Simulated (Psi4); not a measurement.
# B2NH2OF (SMILES OB1NB1F): CAM-B3LYP/def2-SVP

What is the vertical ionisation energy of B2NH2OF at CAM-B3LYP/def2-SVP? 

The calculation is run with Psi4 1.11.

3 further runs of the same task are left out: 3 set aside as unsound or not needed.

## Step 1: The molecule

The species is B2NH2OF (7 atoms), meant as a singlet with charge 0. SMILES: `OB1NB1F`. The shape is that of a PBE0-D4/def2-TZVP optimisation. This is one conformer, not always the lowest.

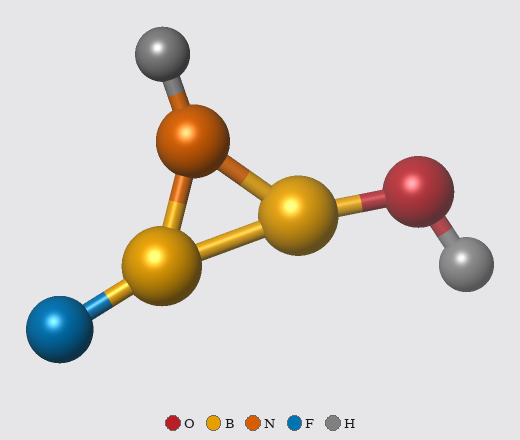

Viewed from a chosen angle; oxygen red, boron amber, nitrogen orange, fluorine blue, hydrogen grey.

## Step 2: A single-point energy at CAM-B3LYP/def2-SVP

File b2fh2no.json:

```json
{
  "schema_name": "qcschema_input",
  "schema_version": 1,
  "molecule": {
    "schema_name": "qcschema_molecule",
    "schema_version": 2,
    "symbols": ["O", "B", "N", "B", "F", "H", "H"],
    "geometry": [-2.41261334, 0.33334769, 2.47195074, -0.7162062, 0.28383686, 0.57485469, 1.19468486, -1.45168761, -0.17914604, 1.10926924, 0.64193996, -1.8029877, 2.36215766, 1.36835069, -3.82726232, -3.45706497, 1.81451502, 2.44417177, 2.03561298, -3.118804, 0.23224734],
    "molecular_charge": 0,
    "molecular_multiplicity": 1,
    "fix_symmetry": "c1",
    "fix_com": true,
    "fix_orientation": true
  },
  "driver": "energy",
  "model": {
    "method": "cam-b3lyp",
    "basis": "def2-SVP"
  },
  "keywords": {
    "reference": "rks",
    "puream": true,
    "e_convergence": 1e-09,
    "d_convergence": 1e-08,
    "scf_type": "pk",
    "dft_radial_points": 99,
    "dft_spherical_points": 590
  }
}
```

Run with:

```bash
$ psi4 --qcschema b2fh2no.json -n 1 --memory 2200MB
```

stdout:

```text
[...]
  Running in c1 symmetry.
[...]
  Nuclear repulsion =  135.227784738230014
[...]
  Multiplicity = 1
[...]
  Nalpha       = 18
  Nbeta        = 18
[...]
    Number of basis functions: 80
[...]
   @RKS iter   1:  -280.26060666183150   -4.37146e-01   1.01092e-02 DIIS/ADIIS
[...]
   @RKS iter  12:  -280.52747890968590   -1.64846e-12   2.33830e-09 DIIS
[...]
    Orbital Energies [Eh]
    ---------------------
    Doubly Occupied:
       1A    -24.763863     2A    -19.230843     3A    -14.404528
       4A     -6.882502     5A     -6.861218     6A     -1.266623
       7A     -1.101318     8A     -0.963436     9A     -0.671241
      10A     -0.635875    11A     -0.607042    12A     -0.531239
      13A     -0.527179    14A     -0.484707    15A     -0.454371
      16A     -0.436205    17A     -0.379545    18A     -0.312889
[...]
  @RKS Final Energy:  -280.52747890968590
   => Energetics <=
    Nuclear Repulsion Energy =            135.2277847382300138
    One-Electron Energy =                -652.9331065777568028
    Two-Electron Energy =                 262.7816081867572393
    DFT Exchange-Correlation Energy =     -25.6037652569163967
    Empirical Dispersion Energy =           0.0000000000000000
    VV10 Nonlocal Energy =                  0.0000000000000000
    Total Energy =                       -280.5274789096858967
[...]
 Multipole Moments:
 ------------------------------------------------------------------------------------
     Multipole            Electronic (a.u.)      Nuclear  (a.u.)        Total (a.u.)
 ------------------------------------------------------------------------------------
 L = 1.  Multiply by 2.5417464519 to convert [e a0] to [Debye]
 Dipole X            :        -11.0802248           10.8651694           -0.2150553
 Dipole Y            :         -8.3155889            8.1447196           -0.1708693
 Dipole Z            :         19.7726296          -19.3880232            0.3846064
 Magnitude           :                                                    0.4726174
[...]
```

The result, in JSON:

```text
{
 "driver": "energy",
 "model": {
  "method": "cam-b3lyp",
  "basis": "def2-SVP"
 },
 "success": true,
 "return_result": -280.5274789096859,
 "properties": {
  "calcinfo_nbasis": 80,
  "calcinfo_nmo": 80,
  "calcinfo_nalpha": 18,
  "calcinfo_nbeta": 18,
  "calcinfo_natom": 7,
  "nuclear_repulsion_energy": 135.22778473823,
  "return_energy": -280.5274789096859,
  "scf_one_electron_energy": -652.9331065777568,
  "scf_two_electron_energy": 262.78160818675724,
  "scf_xc_energy": -25.603765256916397,
  "scf_dipole_moment": [-0.2150553449299828, -0.17086927967161003, 0.3846064471738231],
  "scf_total_energy": -280.5274789096859,
  "scf_iterations": 12
 }
}
```

Wall time 13 s (1 thread of AMD EPYC 9B14 (Zen 4), shared host); peak memory 1.1 GiB.

## Step 3: The doublet cation: energy and forces at UCAM-B3LYP/def2-SVP

File job.py:

```python
import psi4

psi4.set_memory(2200000000)
psi4.set_num_threads(1)
psi4.set_output_file('psi4.out', False)

molecule = psi4.geometry("""
1 2
O     -1.276700     0.176400     1.308100
B     -0.379000     0.150200     0.304200
N      0.632200    -0.768200    -0.094800
B      0.587000     0.339700    -0.954100
F      1.250000     0.724100    -2.025300
H     -1.829400     0.960200     1.293400
H      1.077200    -1.650400     0.122900
units angstrom
symmetry c1
no_reorient
no_com
""")

options = {'basis': 'def2-SVP', 'reference': 'uks', 'puream': True, 'e_convergence': 1e-09, 'd_convergence': 1e-08, 'scf_type': 'pk', 'dft_radial_points': 99, 'dft_spherical_points': 590, 'maxiter': 100}
psi4.set_options(options)

E = psi4.gradient('CAM-B3LYP')
print('gradient / Eh bohr^-1')
print(E.np.round(6))
```

Run with:

```bash
$ python job.py
```

psi4.out, cut to the lines that bear on the results:

```text
[...]
  Running in c1 symmetry.
[...]
  Nuclear repulsion =  135.227784647224979
[...]
  Multiplicity = 2
[...]
  Nalpha       = 18
  Nbeta        = 17
[...]
    Number of basis functions: 80
[...]
   @UKS iter   1:  -279.97126376365077   -1.47803e-01   8.88814e-03 ADIIS/DIIS
[...]
   @UKS iter  15:  -280.16612074111248   -2.72848e-12   4.89829e-09 DIIS
[...]
   @S^2 Observed:                7.527849217E-01
[...]
  @UKS Final Energy:  -280.16612074111248
   => Energetics <=
    Nuclear Repulsion Energy =            135.2277846472249792
    One-Electron Energy =                -643.1572487106700464
    Two-Electron Energy =                 253.1282880286296972
    DFT Exchange-Correlation Energy =     -25.3649447062971269
    Empirical Dispersion Energy =           0.0000000000000000
    VV10 Nonlocal Energy =                  0.0000000000000000
    Total Energy =                       -280.1661207411124792
[...]
 Multipole Moments:
 ------------------------------------------------------------------------------------
     Multipole            Electronic (a.u.)      Nuclear  (a.u.)        Total (a.u.)
 ------------------------------------------------------------------------------------
 L = 1.  Multiply by 2.5417464519 to convert [e a0] to [Debye]
 Dipole X            :        -11.0376314           10.8651693           -0.1724620
 Dipole Y            :         -7.8699297            8.1447196            0.2747899
 Dipole Z            :         19.3485588          -19.3880231           -0.0394643
 Magnitude           :                                                    0.3268181
[...]
  -Total Gradient:
     Atom            X                  Y                   Z
    ------   -----------------  -----------------  -----------------
       1       -0.034353608035    -0.013765193183     0.050570409296
       2        0.044584160475     0.069379744122    -0.107978501965
       3        0.042636067091    -0.084614362365     0.020938898429
       4       -0.097622875250     0.032162431703     0.084846155478
       5        0.032704184017    -0.002956566686    -0.034806543455
       6        0.017390228524    -0.010726937644    -0.011021566812
       7       -0.005342265814     0.010524972986    -0.002547518766
[...]
```

On the terminal:

```text
gradient / Eh bohr^-1
[[-0.034354 -0.013765  0.05057 ]
 [ 0.044584  0.06938  -0.107979]
 [ 0.042636 -0.084614  0.020939]
 [-0.097623  0.032162  0.084846]
 [ 0.032704 -0.002957 -0.034807]
 [ 0.01739  -0.010727 -0.011022]
 [-0.005342  0.010525 -0.002548]]
```

Run time: 29 s. Hardware: 1 thread of AMD EPYC 9B14 (Zen 4), shared host; peak memory 1.1 GiB.

## Step 4: What came out

At CAM-B3LYP/def2-SVP:

```
                                          quantity          value
                     singlet B2NH2OF: total energy  -280.52748 Eh
                    singlet B2NH2OF: dipole moment         1.20 D
                      singlet B2NH2OF: HOMO energy       -8.51 eV
                      singlet B2NH2OF: LUMO energy        1.76 eV
                    singlet B2NH2OF: HOMO–LUMO gap       10.28 eV
                      doublet cation: total energy  -280.16612 Eh
doublet cation: HOMO energy (highest over α and β)      -17.43 eV
 doublet cation: LUMO energy (lowest over α and β)      -11.14 eV
                              doublet cation: ⟨S²⟩          0.753
          doublet cation: largest force on an atom     6.987 eV/Å
vertical ionisation energy (to the doublet cation)       9.833 eV
```

The vertical ionisation energy comes to 9.83 eV (227 kcal/mol). The negative HOMO energy of the first species, 8.51 eV, lies 1.32 eV below that difference.
